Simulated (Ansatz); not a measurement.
SiH₄S₂O: several calculations on one system

## 1. Relaxation

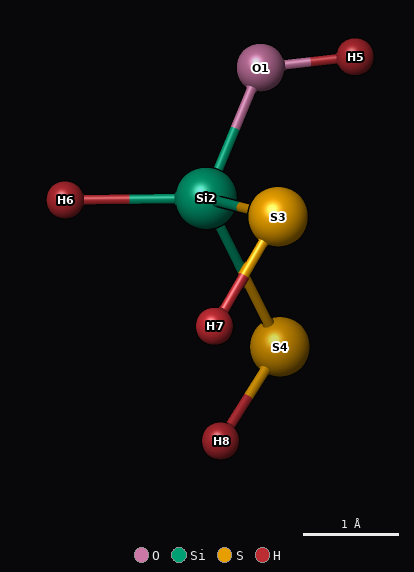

SiH4S2O, before the relaxation. The picture is a ball-and-stick view, seen from a free direction.

The run prepares an end point of a later path (torsion) calculation, from a guessed geometry.

Level of theory: RKS PBE-D4/def2-SVP (Ansatz 0.2.0).

Input file:
```yaml
crystal:
  periodic: [false, false, false]
  atoms:
    - { symbol: O, position_ang: [-0.7526, 1.5921, -0.6819] }
    - { symbol: Si, position_ang: [-0.0301, 0.4581, 0.1663] }
    - { symbol: S, position_ang: [1.4592, -0.3474, -1.0959] }
    - { symbol: S, position_ang: [-1.3698, -1.0606, 0.5694] }
    - { symbol: H, position_ang: [-1.1942, 1.3286, -1.5437] }
    - { symbol: H, position_ang: [0.55, 1.0055, 1.4194] }
    - { symbol: H, position_ang: [2.0174, -1.2022, -0.177] }
    - { symbol: H, position_ang: [-0.5876, -1.8312, 1.2876] }
basis:
  gaussian: { orbitals: def2-SVP }
hamiltonian:
  xc: pbe
  dispersion: d4
relax:
  f_tol: 0.015
  max_steps: 40
output:
  orbitals: {}
```

Command:
```bash
ansatz run input.yaml --threads 1 --pin off --max-ram 2048MiB --backend cpu --events-out ev --progress --plain --runs-dir out
```

Where does the relaxation end?

Answer. The energy falls by 11.3 kcal/mol in 24 accepted moves (31 points after the start). Largest force component: 2.5 eV/Å at the start, 0.0083 eV/Å at the end. The line search rejected the trial steps at points 8, 12, 17, 21, 22, 25, 30 of the run. The largest move after the best rigid fit is that of H8, 1.13 Å. By element the largest moves are H 1.13 Å, S 0.88 Å, Si 0.18 Å, O 0.13 Å. Some distances before and after: Si2–S4 2.065 → 2.162 Å, O1–Si2 1.590 → 1.673 Å, Si2–S3 2.112 → 2.165 Å, S4–H8 1.312 → 1.363 Å. Bond angles that change, for instance: O1–Si2–S4 109.5° → 116.6°, O1–Si2–H6 111.4° → 104.6°, S4–Si2–H6 111.1° → 104.6°. Groups turn about Si2–S4 by about 110°, Si2–S3 by about 30°.

The structure at the end:

```xyz
8

O    -0.8577    1.5091   -0.6932
Si    0.0830    0.5292    0.2831
S     1.6076   -0.3374   -0.9870
S    -0.9405   -1.0564    1.3384
H    -1.2328    1.0747   -1.4804
H     0.5808    1.4356    1.3594
H     1.8758   -1.3509   -0.1167
H    -1.0239   -1.8609    0.2407
```

After the run, drawn alike:

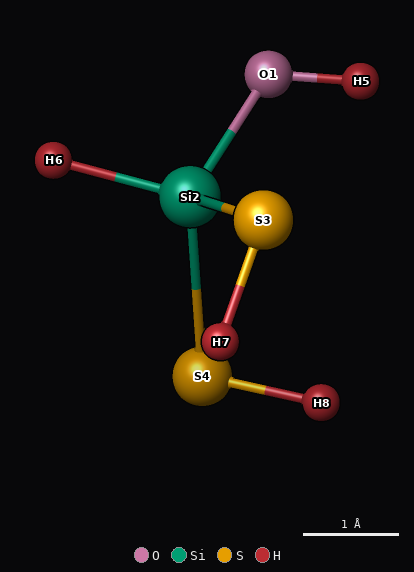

## 2. Relaxation

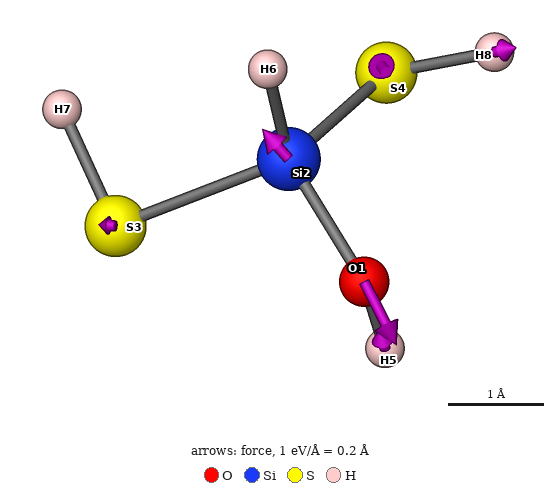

Starting geometry of SiH$_{4}$S$_{2}$O with the computed forces as purple arrows. The picture is a ball-and-stick view, seen at a tilt.

The run prepares an end point of a later path (torsion) calculation, from a guessed geometry.

All numbers below come from RKS PBE-D4/def2-SVP in Ansatz.

Input file:
```yaml
crystal:
  periodic: [false, false, false]
  atoms:
    - { symbol: O, position_ang: [-0.7526, 1.5921, -0.6819] }
    - { symbol: Si, position_ang: [-0.0301, 0.4581, 0.1663] }
    - { symbol: S, position_ang: [1.4592, -0.3474, -1.0959] }
    - { symbol: S, position_ang: [-1.3698, -1.0606, 0.5694] }
    - { symbol: H, position_ang: [-1.1942, 1.3286, -1.5437] }
    - { symbol: H, position_ang: [0.55, 1.0055, 1.4194] }
    - { symbol: H, position_ang: [2.0174, -1.2022, -0.177] }
    - { symbol: H, position_ang: [-2.28221, -0.35959, 1.19992] }
basis:
  gaussian: { orbitals: def2-SVP }
hamiltonian:
  xc: pbe
  dispersion: d4
relax:
  f_tol: 0.015
  max_steps: 40
```

Run as
```bash
ansatz run input.yaml --threads 1 --pin off --max-ram 2048MiB --backend cpu --events-out ev --progress --plain --runs-dir out
```

Question: Is this structure relaxed? If not, where do the atoms go?

Answer: It isn't relaxed: the largest force vector, on O1, is 3.80 eV/Å. The final displacements have little in common with the starting forces (cosine between the two patterns 0.15). Over 9 accepted moves (11 points after the start) the energy falls by 36.4 kJ/mol. The largest force component goes from 2.6 to 0.012 eV/Å. The line search rejected the trial steps at points 6, 9 of the run. The largest move after the best rigid fit is that of H8, 0.47 Å. Largest moves by element: H 0.47 Å, S 0.23 Å, O 0.18 Å, Si 0.08 Å. Some distances before and after: Si2–S4 2.065 → 2.162 Å, O1–Si2 1.590 → 1.672 Å, S4–H8 1.312 → 1.364 Å, Si2–S3 2.112 → 2.160 Å. Among the angles between lasting bonds that change: O1–Si2–H6 111.4° → 103.5°, O1–Si2–S4 109.5° → 115.6°, Si2–S4–H8 98.7° → 93.7°. Groups turn about Si2–S3 by about 30°, Si2–S4 by about 25°.

## 3. Path

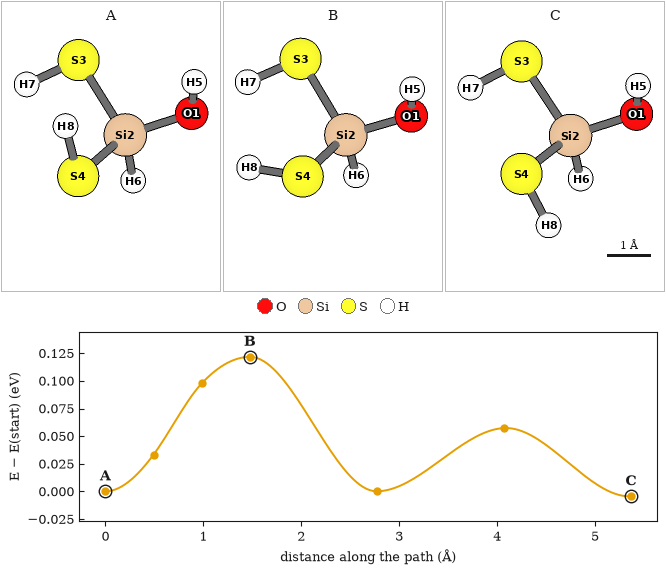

A nudged-elastic-band calculation for SiH4S2O. Images are numbered from 0 (start) to 6 (end). Frames A to C are images 0, 3, 6. A ball-and-stick model, seen from a free direction.

Level of theory: RKS PBE-D4/def2-SVP in Ansatz. Settings: 5 movable images; climbing image; force threshold 0.03 eV/Å; iteration limit 47; starting path through a guess of the saddle point.

**What happens along the path, and what is the barrier?**

The energy climbs by 0.122 eV to image 3 and then falls by 0.126 eV, so the end point sits at −0.004 eV. The profile has 2 maxima (images 3, 5) with a dip at image 4 (0.000 eV), so the process runs in steps. The path has more than one stage, and so few images may leave a stage unresolved. No bond forms or breaks between the ends. Among the angles between lasting bonds that change up to the highest image: O1–Si2–S4 116.6° → 108.5°, S4–Si2–H6 104.6° → 111.7°. The band converged in 24 iterations. The largest component of the band force went from 150 to 0.029 eV/Å. The climbing image converged on the top of the path. Its vibrational analysis gives one imaginary mode (198i cm⁻¹), as a transition state must have.
